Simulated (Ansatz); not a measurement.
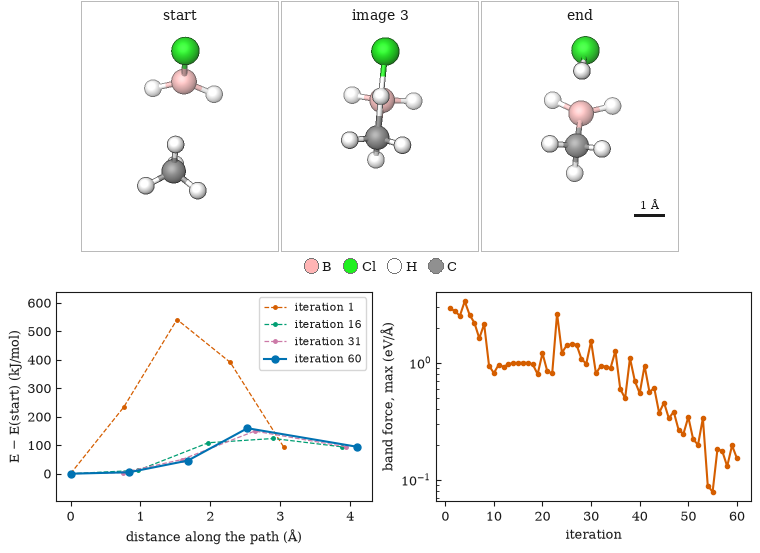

NEB run on CH6BCl, made up of BH₂Cl and CH4. Images are numbered from 0 (start) to 4 (end). The plot follows the band through its iterations. A ball-and-stick model, seen from a free direction.

These are results of RKS B3LYP-D4/def2-SVP in Ansatz 0.2.0, not measurements. Run with 3 movable images; climbing image.

Question: Judge this run.

Answer: The result isn't final. The band hadn't converged when the run stopped after 60 iterations. The largest component of the band force went from 2.9 to 0.15 eV/Å. The barrier read from it is provisional, though the highest image hardly moved in the last two iterations. The largest force component is 0.27 eV/Å at the start and 0.33 eV/Å at the end; an end with forces this large is no minimum, and the barrier measured from it can be far off. The first iteration put the highest image at 541.7 kJ/mol. Forward barrier 159.8 kJ/mol, backward barrier 65.3 kJ/mol, with image 3 at the top; the reaction energy is +94.5 kJ/mol.

Limits of the set-up: the start holds two separate molecules, 2.9 Å apart at their closest, whose relative position is a soft coordinate.
